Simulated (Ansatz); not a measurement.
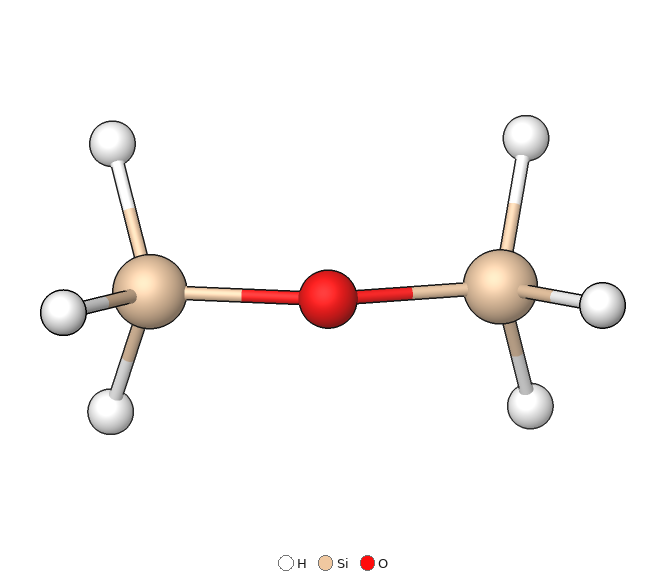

The picture shows a molecular structure as a ball-and-stick model. Every bond is drawn as one stick, whatever its order.

Describe the molecule.

Formula H₆OSi₂. Coordination: 2 Si tetrahedral; 1 O bent.

The parts below concern this one geometry. Atoms keep their numbers from picture to picture. The geometry was computed by an optimisation with PBE0-D4/def2-TZVP.

### Dipole moment

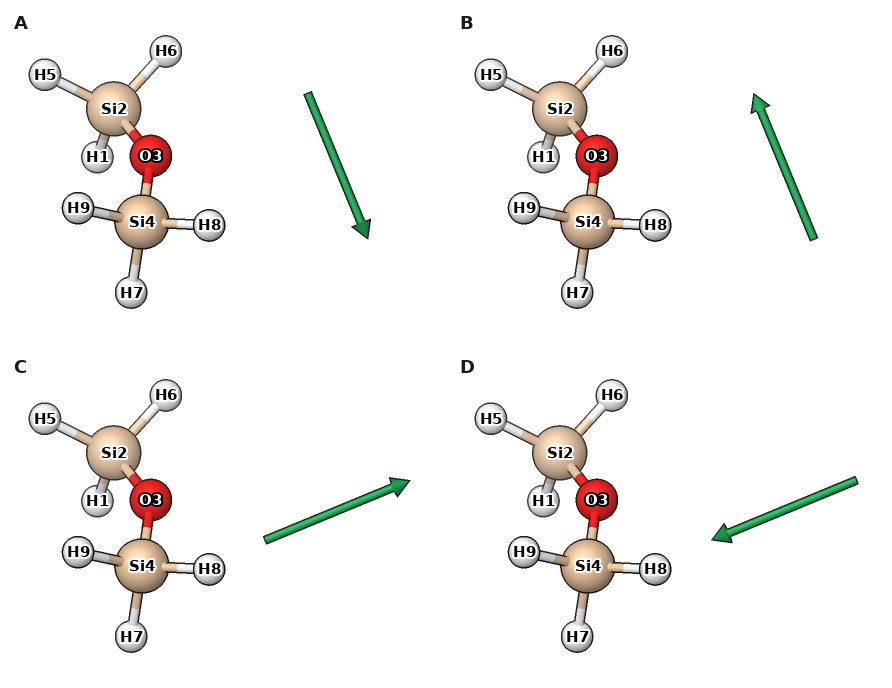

The same molecule four times, each with an arrow. Level of theory: RKS PBE0-D4/def2-TZVP (Ansatz 0.2.0).

Question: Which arrow points along the dipole moment, from the negative to the positive end?

Answer: D. The dipole moment is 0.28 D; it points from the side of H6, H8 to the side of H1, H5, H7, H9 (the outermost atoms at the two ends).

### Vibrations

Harmonic vibrations computed with RKS PBE0-D4/def2-TZVP (Ansatz 0.2.0) at a stationary point of the same level.

Question: List the wavenumbers.

Answer: 21 modes: 27, 55, 92, 602, 708, 717, 746, 750, 953, 953, 954, 957, 959, 1010, 1135, 2219, 2221, 2225, 2229, 2243, 2247 cm⁻¹.

### Charges

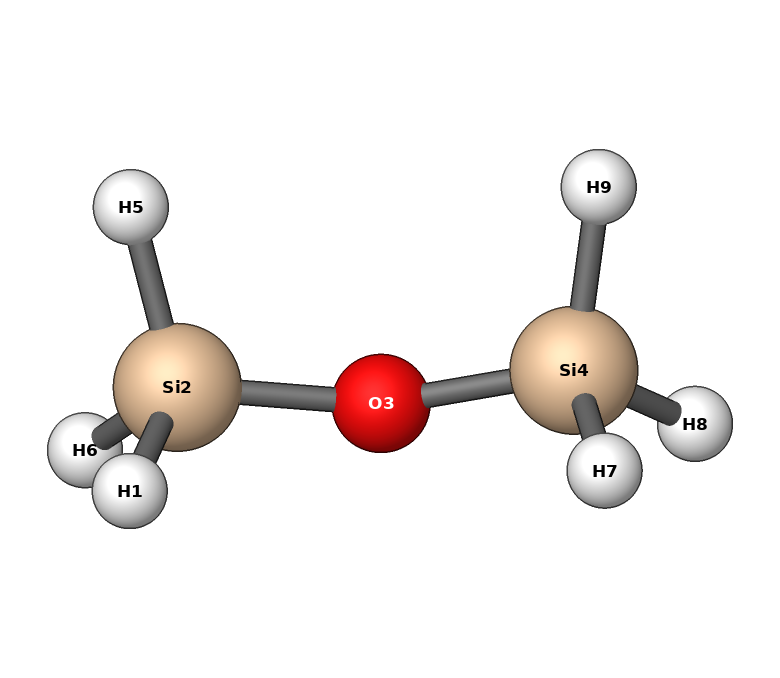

The questions are on Mulliken charges. Level of theory: RKS PBE0-D4/def2-TZVP (Ansatz 0.2.0).

List the Mulliken charges.

```tsv
atom	value (e)
H1	−0.03
Si2	0.28
O3	−0.37
Si4	0.28
H5	−0.03
H6	−0.03
H7	−0.03
H8	−0.03
H9	−0.03
```

Mulliken values depend strongly on the basis set and can even reverse the polarity of a bond.
